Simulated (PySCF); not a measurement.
# C₄H₁₀B₂FN: electronic excitations

What electronic excitations should C₄H₁₀B₂FN (`C=C(C)B(F)CBN`) show?

Computed with PySCF 2.14.0, with density-fitted response routines of our own, on a single molecule in the gas phase. Atoms are numbered from 0 throughout.

## 1. The molecule as given

18 atoms, charge 0, multiplicity 1; geometry from: GFN2-xTB.

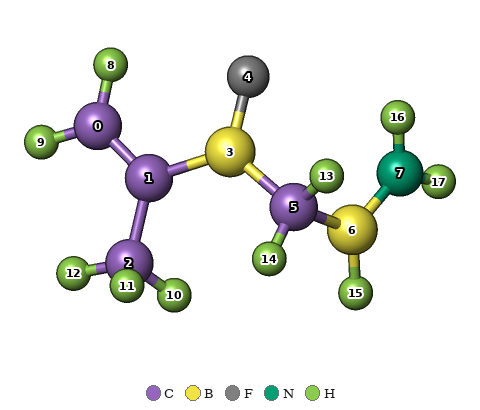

The starting geometry (carbon purple, boron yellow, fluorine grey, nitrogen teal, hydrogen green), atoms numbered.

## 2. Ultraviolet spectrum: PBE0/def2-SVPD

The job: settings as JSON, then the geometry in Å.

```
{"job": {"kind": "uv", "xc": "PBE0", "basis": "def2-SVPD", "nstates": 8, "ntriplets": 3}, "charge": 0, "multiplicity": 1}
C     -2.037880     1.779321    -0.661965
C     -1.378677     0.732911    -0.161268
C     -1.997513    -0.637258    -0.193910
B      0.047076     0.909852     0.466974
F      0.614574     2.117697     0.358644
C      0.894390    -0.226411     1.138009
B      1.876231    -0.830178     0.025644
N      2.903622    -0.043106    -0.451458
H     -1.613717     2.769436    -0.644208
H     -3.020336     1.690084    -1.101875
H     -1.318920    -1.340178    -0.673469
H     -2.173618    -0.990186     0.821212
H     -2.943965    -0.630827    -0.730152
H      1.511633     0.198665     1.930093
H      0.280121    -1.011240     1.570606
H      1.742512    -1.914459    -0.400439
H      3.037640     0.910004    -0.154673
H      3.568067    -0.331128    -1.149421
```

Method: TDDFT PBE0/def2-SVPD, vertical, gas phase, core orbitals frozen in the response.

On the command line:

```sh
$ OMP_NUM_THREADS=1 python probes_run.py task.json out
```

The driver reads the jobs from task.json and runs them one after another.

Output:

```text
coarse grid: 14864 points
cycle   1  E = -362.0412727636  dE =  6.954e-01  |g| = 6.188e-01  |ddm| = 7.546e+00
cycle   2  E = -362.0142363471  dE =  2.704e-02  |g| = 7.528e-01  |ddm| = 1.962e+00
cycle   3  E = -362.1284156251  dE = -1.142e-01  |g| = 8.330e-02  |ddm| = 9.176e-01
cycle   4  E = -362.1296704063  dE = -1.255e-03  |g| = 3.028e-02  |ddm| = 1.275e-01
cycle   5  E = -362.1298771152  dE = -2.067e-04  |g| = 4.676e-03  |ddm| = 4.745e-02
cycle   6  E = -362.1298825204  dE = -5.405e-06  |g| = 1.162e-03  |ddm| = 1.396e-02
final grid: 143568 points
cycle   7  E = -362.1750126387  dE = -5.668e-05  |g| = 8.989e-03  |ddm| = 2.044e-01
cycle   8  E = -362.1750051430  dE =  7.496e-06  |g| = 1.072e-02  |ddm| = 3.147e-02
cycle   9  E = -362.1750326196  dE = -2.748e-05  |g| = 1.137e-03  |ddm| = 1.391e-02
cycle  10  E = -362.1750329071  dE = -2.876e-07  |g| = 2.476e-04  |ddm| = 1.718e-03
cycle  11  E = -362.1750329192  dE = -1.211e-08  |g| = 1.147e-04  |ddm| = 6.257e-04
cycle  12  E = -362.1750329225  dE = -3.259e-09  |g| = 3.173e-05  |ddm| = 2.273e-04
cycle  13  E = -362.1750329227  dE = -2.475e-10  |g| = 6.218e-06  |ddm| = 8.171e-05
converged SCF energy = -362.1750329227

Static polarisability (au): isotropic 84.897, principal 68.375 84.015 102.300

Singlet excitations
state   eV       nm        f      main configurations
  1   5.4181    228.8   0.04971   H-1->L 0.80, H->L 0.10
  2   5.8229    212.9   0.22427   H->L 0.85, H-1->L 0.09
  3   6.5005    190.7   0.01394   H-2->L 0.91
  4   6.6392    186.7   0.01668   H-3->L 0.85
  5   7.0036    177.0   0.02338   H->L+1 0.89
  6   7.2335    171.4   0.00772   H-4->L 0.42, H->L+2 0.18, H-1->L+1 0.14
  7   7.2821    170.3   0.02287   H-4->L 0.46, H->L+2 0.22, H-1->L+1 0.10
  8   7.3942    167.7   0.03017   H-1->L+1 0.57, H->L+2 0.34

Triplet excitations (Tamm-Dancoff, eV): 3.6764 4.9331 5.8227
```

Run time: 57 s. Hardware: 1 thread of Arm Neoverse V2, shared host; peak memory 0.98 GiB.

Frontier orbitals and where they lie:

```
orbital     eV                      atoms
 HOMO−3  -9.13  B6 16 %, C1 15 %, C5 12 %
 HOMO−2  -8.71  N7 41 %, B6 20 %, C5 12 %
 HOMO−1  -8.11  N7 21 %, C5 19 %, B3 15 %
   HOMO  -7.59   C0 35 %, C1 33 %, C2 9 %
   LUMO  -1.20  C0 23 %, B3 22 %, C1 19 %
 LUMO+1   0.39   B6 26 %, B3 18 %, N7 7 %
 LUMO+2   0.56  B6 44 %, N7 13 %, H15 9 %
```

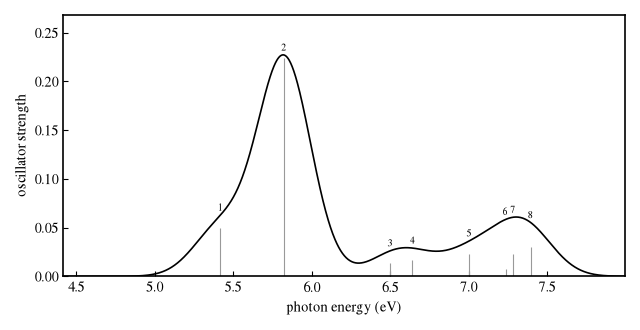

Absorption spectrum from the 8 singlet states computed; above the last one it falls off for lack of states. Lines are broadened to a width of 0.40 eV (Gaussian).

Further results of this job:

```
           property  computed
  dipole moment (D)      0.85
polarisability (Å³)     12.58
 HOMO–LUMO gap (eV)      6.39
      −ε(HOMO) (eV)      7.59
```

## 3. What came out

```
                                quantity                        value
         lowest singlet (PBE0/def2-SVPD)  5.42 eV (229 nm), f = 0.050
brightest single state of those computed  state 2, 5.82 eV, f = 0.224
                          lowest triplet                      3.68 eV
```

What this shows: The lowest singlet, at 5.42 eV, is HOMO−1→LUMO 0.80, HOMO→LUMO 0.10 and is weak; of the 8 states computed, the strongest absorption comes from state 2 at 5.82 eV. The lowest triplet lies 1.74 eV below the lowest singlet (triplets in Tamm-Dancoff, singlets in full TDDFT).
